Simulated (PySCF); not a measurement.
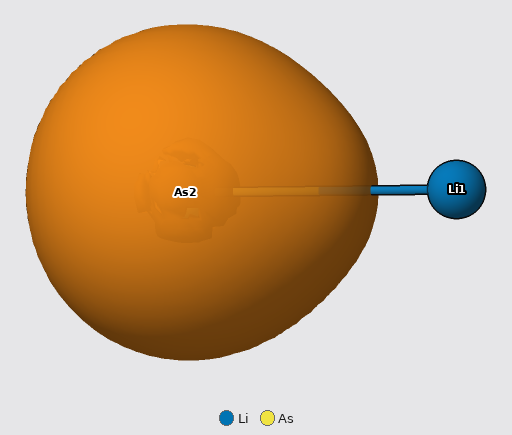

*LiAs (charge +1, quartet). Isosurface of the spin density at +0.04 e/Å³ (orange), seen from one side.*

These are results of PySCF, PBE0/pcseg-1, non-relativistic, at a bond length of 2.797 Å, not measurements.

| atom | x (Å) | y (Å) | z (Å) |
| --- | --- | --- | --- |
| Li | 0.0000 | 0.0000 | -2.5575 |
| As | 0.0000 | 0.0000 | 0.2395 |

> Where is the unpaired spin?

The unpaired spin (3 electrons) lies mostly on As2 (about 2.8) and Li1 (about 0.2), in electrons by Hirshfeld's partition.
